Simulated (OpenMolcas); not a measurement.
# UHF/def2-SVP (RICD fitting) run of B3N3H6 (SMILES B1NBNBN1)

Wanted: a single-point energy of B3N3H6. 

Program for the calculation: OpenMolcas 26.06.

**1. Starting point**

B3N3H6 has 12 atoms, charge 0, and is taken as a singlet. SMILES: `B1NBNBN1`. The B1–H7 distance was set to 1.796 Å, away from the relaxed value. At this shape a bond of the SMILES string is far longer than usual.

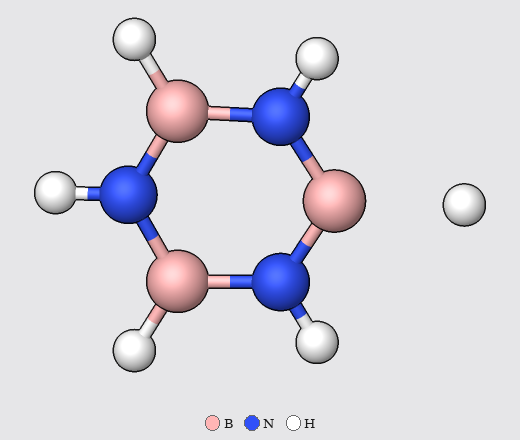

The structure, seen from a chosen angle (boron pink, nitrogen blue, hydrogen white).

**2. The energy at UHF/def2-SVP (RICD fitting)**

The input, step1.inp:

```
&gateway
baslib=$CurrDir
coord
12
angstrom
B       -0.424937      -0.716319       0.148569
N        0.824833      -0.449709       0.778229
B        1.565783       0.745511       0.550399
N        1.005623       1.695361      -0.351521
B       -0.238867       1.491531      -1.014231
N       -0.928497       0.275081      -0.741931
H       -1.326890      -2.236960       0.463830
H        1.200513      -1.135339       1.411269
H        2.614233       0.943231       1.093589
H        1.510873       2.547111      -0.528161
H       -0.685957       2.307481      -1.767691
H       -1.809417       0.108941      -1.198371
basis=def2-SVP
group=NoSym
ricd
&seward
&scf
uhf
scramble=0.25
prorbitals=1 1
```

The basis set def2-SVP is read from a file made from the Basis Set Exchange's data (not shown).

Run with:

```sh
$ export MOLCAS_MEM=1860
$ pymolcas step1.inp > step1.log
```

The log of the run:

```text
--- Start Module: gateway ---
[...]
--- Stop Module: gateway /rc=_RC_ALL_IS_WELL_ ---
--- Start Module: seward ---
[...]
      Basis functions          114
--- Stop Module: seward /rc=_RC_ALL_IS_WELL_ ---
[...]
--- Start Module: scf ---
[...]
       Convergence after  15 Iterations
[...]
::    Total SCF energy                               -240.9108255342
[...]
      Total spin, S                                     0.0000000454
[...]
      Total electronic charge=   42.000000
      Total            charge=   -0.000000
[...]
      Dipole Moment (debye):
      Origin of the operator (angstrom)=    0.2969    0.5006   -0.1038
                   X=  7.7163E-01               Y=  1.3010E+00               Z= -2.6985E-01           Total=  1.5365E+00
      Quadrupole Moment (debye*angstrom):
[...]
--- Stop Module: scf /rc=_RC_ALL_IS_WELL_ ---
[...]
```

It took 9 s on 1 thread of Arm Neoverse V1, shared host; peak memory 0.091 GiB.

**3. What came out**

At UHF/def2-SVP (RICD fitting):

```
     quantity          value
 total energy  -240.91083 Eh
dipole moment         1.54 D
  HOMO energy      -10.64 eV
  LUMO energy        4.08 eV
HOMO–LUMO gap       14.72 eV
```

**Reading.** Mulliken charges run from -0.27 on N4 to +0.21 on B3; they depend strongly on the basis.
